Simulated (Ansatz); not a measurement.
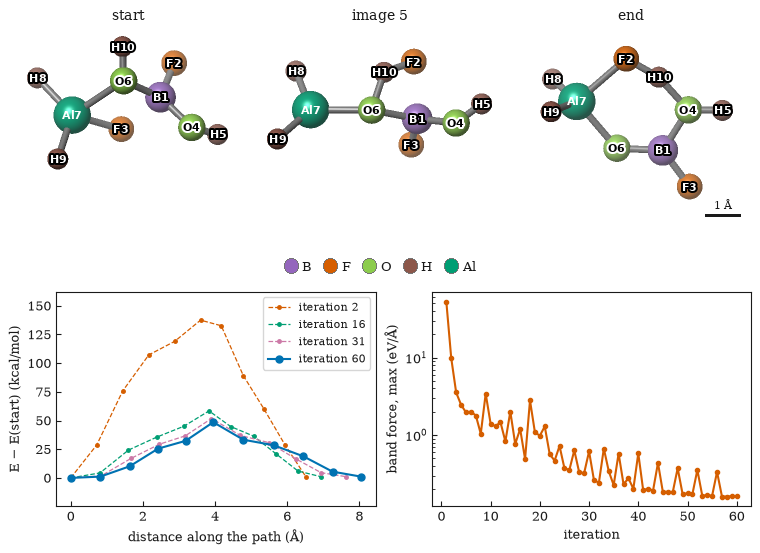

A search for the minimum-energy path of AlBH₄O₂F₂ by the nudged elastic band. Images are numbered from 0 (start) to 10 (end). The plot follows the band through its iterations. The picture is a ball-and-stick view, seen face on.

These are results of RKS PBE-D4/def2-SVP in Ansatz 0.2.0, not measurements. Set-up: 9 movable images; climbing image from the first iteration; force threshold 0.05 eV/Å; iteration limit 60; optimiser L-BFGS; starting path through a guess of the saddle point.

**Did the band converge, and can the barrier be trusted?**

The result isn't final. The band hadn't converged when the run stopped after 60 iterations. The largest component of the band force went from 53 to 0.16 eV/Å. The barrier read from it is provisional, though the highest image hardly moved in the last two iterations. The first iteration put the highest image at 265.8 kcal/mol. The energy climbs by 48.6 kcal/mol to image 5 and then falls by 47.4 kcal/mol, so the end point sits at +1.1 kcal/mol.
